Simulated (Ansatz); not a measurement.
**Debugging a many-body input for Cs2InAgCl6 (Fm-3m)**

Aim: the G0W0 gap of Cs2InAgCl6 (Fm-3m). The first input has a fault.

Method: G0W0 on LDA, plane waves, PAW, in Ansatz 0.2.0.

In doubt: one-shot GW on d or f shells is unsure, so the values of those runs are not to be relied on.

## 1. Set-up

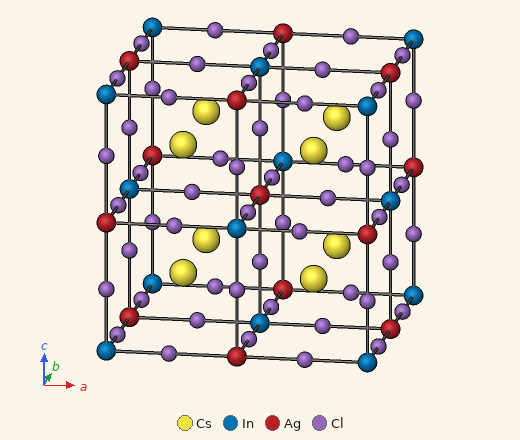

The cell as given, slightly off an axis (caesium yellow, indium blue, silver red, chlorine purple). This picture shows the conventional cell, with its axes. Some periodic images of atoms are drawn too.

The cell and positions come from the Crystallography Open Database and are kept as given unless a step says otherwise. Spin-orbit coupling is left out unless a step names it. The default PAW set here is soft_2. Its files were made with PBE.

## 2. First try

Contents of input.yaml:

```yaml
crystal:
  lattice:
    - [0.0, 5.2345, 5.2345]
    - [5.2345, 0.0, 5.2345]
    - [5.2345, 5.2345, 0.0]
  atoms:
    - { symbol: Cs, position: [0.25, 0.25, 0.25] }
    - { symbol: Cs, position: [0.75, 0.75, 0.75] }
    - { symbol: In, position: [0.0, 0.0, 0.0] }
    - { symbol: Ag, position: [0.5, 0.5, 0.5] }
    - { symbol: Cl, position: [0.76021, 0.23979, 0.23979] }
    - { symbol: Cl, position: [0.23979, 0.76021, 0.23979] }
    - { symbol: Cl, position: [0.23979, 0.76021, 0.76021] }
    - { symbol: Cl, position: [0.76021, 0.23979, 0.76021] }
    - { symbol: Cl, position: [0.23979, 0.23979, 0.76021] }
    - { symbol: Cl, position: [0.76021, 0.76021, 0.23979] }
kpoints:
  mp_grid: { grid: [2, 2, 2] }
hamiltonian:
  xc: lda
scf:
  occupations: { method: fixed }
gw:
  n_empty_bands: 4
  ecut_chi: 40
  qp_bands: [v3, c3]
  qp_kpoints: band_edges
  screening: { model: contour_deformation }
```

Launch:

```console
ansatz run input.yaml --threads 3 --pin off --max-ram 92160MiB --backend cuda --events-out ev --progress --plain --runs-dir out --devices 1 --max-vram 13GiB
```

Numbers of over 12 decimals in the logs are rounded to 6 here.

Log:

```text
GPUs: using 1 of 1 available (devices: 1).
Engine: ansatz 0.2.0, x86_64-unknown-linux-gnu
Pseudopotentials: kind: paw
Pseudopotential: Cs, paw, valence charge 9, recommended cutoff 420 eV (normal), Cs.paw.azcp
Pseudopotential: In, paw, valence charge 13, recommended cutoff 420 eV (normal), In.paw.azcp
Pseudopotential: Ag, paw, valence charge 19, recommended cutoff 420 eV (normal), Ag.paw.azcp
Pseudopotential: Cl, paw, valence charge 7, recommended cutoff 420 eV (normal), Cl.paw.azcp
Functional definition: SPW92
  exchange = slater_x
  correlation = pw_c
device memory: the entry about to start is reckoned to put 4.2 GiB on a device that reports 55.2 GiB free (of which the cap on the GPU budget leaves the run 13.0 GiB)
GPU FFT provider: cuFFT
GPU libraries: cuBLAS 13.8.2, cuFFT 12.4.0, cuSOLVER 12.3.4
Crystal: 10 atoms, lattice volume = 286.850 Å³
Basis set: ecut = 420 eV, 5601 PW (Γ)
Bands: 56, of which v1, the nominal top of the filled ones, is band 46 counted from 1 (45 counted from 0)
Symmetry: 48 space group operations
Space group: Fm-3m (ITA 225), of the structure as read, at distance tolerance 6.6e-5 Å
k-points: 3 of 8
Non-local potential: Cs, projectors of the file, l = 0: 3, l = 1: 2, l = 2: 2, l = 3: 2
Non-local potential: In, projectors of the file, l = 0: 2, l = 1: 2, l = 2: 2, l = 3: 2
Non-local potential: Ag, projectors of the file, l = 0: 3, l = 1: 2, l = 2: 2, l = 3: 1
Non-local potential: Cl, projectors of the file, l = 0: 2, l = 1: 2, l = 2: 2
PAW form: soft (Blöchl's): semilocal exchange-correlation on the pseudo side does not see the compensation charge
PAW frozen core: Cs, regenerated for the run's functional, and the local potential with it (the file was generated under x = pbe(κ = 0.804, μ = 0.219515), c = pbe(β = 0.066725))
PAW frozen core: In, regenerated for the run's functional, and the local potential with it (the file was generated under x = pbe(κ = 0.804, μ = 0.219515), c = pbe(β = 0.066725))
PAW frozen core: Ag, regenerated for the run's functional, and the local potential with it (the file was generated under x = pbe(κ = 0.804, μ = 0.219515), c = pbe(β = 0.066725))
PAW frozen core: Cl, regenerated for the run's functional, and the local potential with it (the file was generated under x = pbe(κ = 0.804, μ = 0.219515), c = pbe(β = 0.066725))
PAW one-centre angular grid: Cs, 194 points (default); XC on 64 Gauss nodes
PAW one-centre angular grid: In, 590 points (default); XC on 64 Gauss nodes
PAW one-centre angular grid: Ag, 590 points (default); XC on 64 Gauss nodes
PAW one-centre angular grid: Cl, 110 points (default); XC on 64 Gauss nodes
Initial density: superposition of atomic densities (neutral atoms: chi_scale 0, normalization atom), corrected by the library's trained network
Initial wavefunctions: pseudopotential atomic-orbital guess
GPU buffer pool allocated for 125000 grid points (all kernels)
GPU transforms: local potential and band sums: pruned to the plane-wave sphere, on 50×50×50
Functional: x = slater, c = lda
SCF iter   1: F=—  HF=-30203.227773 eV  |F-HF|=—  |Δ(HF+E_count)|=         —  Δρ=6.97e-3  dr2=1.31e-1  ethr=1.77e-3  ⟨swp⟩=5.0  Hψ=565  notcnv=0  defer=17
preconditioner: auto → Resta (q_TF=auto, 2.257 Å⁻¹)  ε∞=3.6  [insulator: Δε(μ)=0.764 eV  Ē_g=12.542 eV  n_scr=58 (ndim 8)  ℏωp=20.1 eV  f_vac=0.035  ε∞_Penn≈3.6]
SCF iter   2: F=—  HF=-30203.191844 eV  |F-HF|=—  |Δ(HF+E_count)|=   3.59e-2  Δρ=3.15e-3  dr2=2.22e-2  ethr=1.42e-4  ⟨swp⟩=2.0  Hψ=296  notcnv=0  defer=22
SCF iter   3: F=—  HF=-30203.185697 eV  |F-HF|=—  |Δ(HF+E_count)|=   6.15e-3  Δρ=1.05e-3  dr2=2.61e-3  ethr=2.41e-5  ⟨swp⟩=2.3  Hψ=292  notcnv=0  defer=24
SCF iter   4: F=—  HF=-30203.185180 eV  |F-HF|=—  |Δ(HF+E_count)|=   5.17e-4  Δρ=2.81e-4  dr2=2.24e-4  ethr=2.83e-6  ⟨swp⟩=2.0  Hψ=299  notcnv=0  defer=24
SCF iter   5: F=—  HF=-30203.185186 eV  |F-HF|=—  |Δ(HF+E_count)|=   6.09e-6  Δρ=6.39e-5  dr2=1.35e-5  ethr=2.43e-7  ⟨swp⟩=2.0  Hψ=214  notcnv=0  defer=15
SCF iter   6: F=—  HF=-30203.185192 eV  |F-HF|=—  |Δ(HF+E_count)|=   5.51e-6  Δρ=1.47e-5  dr2=1.07e-6  ethr=1.47e-8  ⟨swp⟩=3.0  Hψ=311  notcnv=0  defer=11
SCF iter   7: F=—  HF=-30203.185192 eV  |F-HF|=—  |Δ(HF+E_count)|=   2.13e-8  Δρ=5.02e-6  dr2=1.19e-7  ethr=1.16e-9  ⟨swp⟩=2.0  Hψ=279  notcnv=0  defer=11
SCF iter   8: F=-30203.185192 eV  HF=-30203.185192 eV  |F-HF|=8.62e-10  |Δ(HF+E_count)|=   1.03e-8  Δρ=1.23e-6  dr2=5.84e-9  ethr=1.09e-10  ⟨swp⟩=16.7  Hψ=760  notcnv=0
SCF 1 converged in 8 iterations: F = -30203.185192 eV  dr2 = 5.84e-9
[...]
device memory: the entry about to start is reckoned to put 5.3 GiB (of the 5.3 GiB reckoned in all, the device holds 0.1 GiB already) on a device that reports 55.6 GiB free (of which the cap on the GPU budget leaves the run 12.9 GiB)
NSCF: frozen V_eff on 3 k-points
[...]
device memory: the entry about to start is reckoned to put 3.8 GiB on a device that reports 55.7 GiB free (of which the cap on the GPU budget leaves the run 13.0 GiB)
NSCF: frozen V_eff on 3 k-points
SCF converged after 8 iterations
Free energy (F): -30203.185192 eV
Harris-Foulkes:  -30203.185192 eV  (|F-HF|=8.62e-10)
Internal energy: -30203.185192 eV  (E = F + TS)
E sigma→0 (E₀):  -30203.185192 eV
Fermi energy:    3.881655 eV
--- Per-component energies (eV) ---
  E_band       = -694.908528
  E_kinetic    = 2023.401503
  E_local      = -7609.461684  (includes V_loc(G=0)·N_el)
  E_nonlocal   = 710.133141
  E_hartree    = 3128.816065
  E_xc         = -1374.261770
  E_vxc        = -1312.758952  (∫ρ·V_xc dr)
  E_paw        = -21350.761251  (= ΣΔE_a)
  E_vpaw       = -763.855374  (= ΣTr[D̂ρ^β])
  E_aug_tail   = 0.000893  (compensation charges beyond the density's cutoff)
  E_ewald      = -5733.745495
  E_core_change = 2.693407  (= ΣΔE_core)
  E_smearing   = -0.000000  (= −TS)
  E_closure    = -0.000000  (closes the sum)
  Σ components = -30203.185192   (vs F -30203.185192, Δ=0.00e0)
--- Band table (eV) ---
  k-point 0: bands = [... 42 lower, 2.9985, 2.9985, 3.8817, 3.8817, 4.7634, 8.7429, 8.8880, 8.8880, ... 6 higher]
  k-point 1: bands = [... 42 lower, 2.7888, 2.7888, 3.3152, 3.3152, 6.6723, 7.4939, 9.9815, 10.2059, ... 6 higher]
  k-point 2: bands = [... 42 lower, 2.9269, 2.9269, 2.9809, 3.8780, 7.3409, 9.3126, 10.1160, 10.1308, ... 6 higher]
```

Run time: 3.6 s. Hardware: 1 × NVIDIA H100 80GB HBM3 (shared by 6 runs) with 3 threads of AMD EPYC 7R13 (Zen 3), shared host; peak memory 0.98 GiB.

**Diagnosis.**

The self-consistent loop converged; the step after it was not made. The program's words: G₀W₀ refused: the quasiparticle rows reach c3, inside the degenerate multiplet of c3 to c5 at k-index 0, which gw.n_empty_bands = 4 cuts: a row's own level would stand in its own sum at a weight under one; raise gw.n_empty_bands to 5 or more, or end gw.qp_bands at c2 or below

The fault: four empty bands in G0W0. The sums over empty states are cut off almost at the gap, so screening and correlation are far from complete.

## 3. A better input

Now the one-shot GW correction: screening in the RPA, then the self-energy of the levels asked for.

Edit input.yaml of step 2 so:

```diff
@@ -23,4 +23,4 @@
 gw:
-  n_empty_bands: 4
-  ecut_chi: 40
+  n_empty_bands: 501
+  ecut_chi: 84
   qp_bands: [v3, c3]
```

Log:

```text
GPUs: using 1 of 1 available (devices: 1).
[...]
GPU FFT provider: cuFFT
GPU libraries: cuBLAS 13.8.2, cuFFT 12.4.0, cuSOLVER 12.3.4
Crystal: 10 atoms, lattice volume = 286.850 Å³
Basis set: ecut = 420 eV, 5601 PW (Γ)
Bands: 56, of which v1, the nominal top of the filled ones, is band 46 counted from 1 (45 counted from 0)
Symmetry: 48 space group operations
[...]
k-points: 3 of 8
[...]
GPU buffer pool allocated for 125000 grid points (all kernels)
[...]
SCF iter   1: F=—  HF=-30203.227773 eV  |F-HF|=—  |Δ(HF+E_count)|=         —  Δρ=6.97e-3  dr2=1.31e-1  ethr=1.77e-3  ⟨swp⟩=5.0  Hψ=565  notcnv=0  defer=17
[...]
SCF iter   8: F=-30203.185192 eV  HF=-30203.185192 eV  |F-HF|=8.62e-10  |Δ(HF+E_count)|=   1.03e-8  Δρ=1.23e-6  dr2=5.84e-9  ethr=1.09e-10  ⟨swp⟩=16.7  Hψ=760  notcnv=0
SCF 1 converged in 8 iterations: F = -30203.185192 eV  dr2 = 5.84e-9
[...]
0    44      2.9985   -21.2619     3.3142   -16.9818  0.7487     2.0063     2.0326  root
     0    45      3.8817   -28.4710     3.6837   -24.1628  0.7477     3.2468     3.2572  root
     0    46      3.8817   -28.4710     3.6837   -24.1628  0.7477     3.2468     3.2572  root
     0    47      4.7634   -10.0366    -3.7294   -14.8159  0.7934     5.8353     5.8132  root
     0    48      8.7429    -4.7188    -3.7822    -9.4271  0.8197     9.6885     9.6690  root
     0    49      8.8880    -6.1850    -3.9649   -11.1289  0.8043     9.8912     9.8669  root
     1    44      2.7888   -21.1377     3.2301   -16.9855  0.7484     1.8420     1.8668  root
     1    45      3.3152   -27.8048     3.9390   -23.1501  0.7396     2.5838     2.5996  root
[...]
2    46      3.8780   -28.4642     3.6729   -24.1714  0.7479     3.2478     3.2580  root
     2    47      7.3409   -13.6975    -3.5255   -18.3301  0.7698     8.4533     8.4480  root
     2    48      9.3126   -10.9479    -4.7312   -16.8495  0.7628    10.5466    10.4831  root
     2    49     10.1160    -5.5394    -3.8112   -10.3511  0.8115    11.1397    11.1165  root
[key lines of the parts left out:]
SCF converged after 8 iterations
Free energy (F): -30203.185192 eV
Fermi energy:    3.881655 eV
```

The job ended after 14 s (1 × NVIDIA H100 80GB HBM3 (shared by 6 runs) with 3 threads; peak memory 1.5 GiB; 9.5 s of CPU time).

Numbers from this step:

| Item | Value |
| --- | --- |
| bands summed | 547 |
| RPA ε∞ on this mesh (eigenvalues) | 4.300, 4.300, 4.300 |
| plane waves in the screening matrix | 531 |
| q-points in the mesh | 8 |
| G0W0 gap on the mesh | 2.555 eV |
| k of the valence top | 0, -0.5, -0.5 |
| k of the conduction bottom | 0, 0, 0 |
| starting gap on the mesh | 0.8817 eV |
| Z at the valence top | 0.7479 |
| Z at the conduction bottom | 0.7934 |
| least direct G0W0 gap on the computed points | 2.556 eV |

The gap on the mesh goes from 0.88 eV to 2.56 eV, a correction of +1.67 eV. Between the two edge states, bare exchange in place of the xc potential would open the gap by 9.07 eV, and correlation takes back 7.40 eV.

## 4. Results

| Quantity | Value |
| --- | --- |
| first try | the many-body step was refused after 3.6 s |
| better run | G0W0 gap on the mesh 2.56 eV (2×2×2 mesh, 501 empty bands, screening to 84 eV) |

In words: The second run differs in: empty bands and screening cutoff (eV). Bands and cutoff are finite, so the gap is not at the basis limit. The miss can reach some tenths of an eV and take either sign; the mesh is an error of its own. The 2×2×2 mesh is coarse for this cell (its supercell is 15 Å along the shortest edge). The RPA ε∞ on it, from the LDA start, is 4.30; such meshes misread the long-range screening, most where the gap is narrow. A d shell, filled or nearly so, lies near the gap. One-shot GW converges very slowly in bands there, not always from below, and on a semilocal start the gap tends to come out low; starts rich in exact exchange can overshoot instead. The many-body steps are scalar-relativistic: spin-orbit coupling is not in them.

[Paths, hosts, dates, memory and timing lines, banners, echoed tables and standing remarks are left out of the program output.]

[Logs are printed without paths, hosts, clocks, repeated set-up lines and the standing remarks that a program may print on its own settings, such as how far it seeks lower states.]

[Runs of the session that timed out or met a known fault of the program may be left out.]

[Cells called generated may have been cut or substituted from an entry of the Crystallography Open Database or the Materials Project.]

[Hosts, paths, dates, database ids (printed as entryN), source tags and the programs' standing remarks are cut or masked in the printed files.]
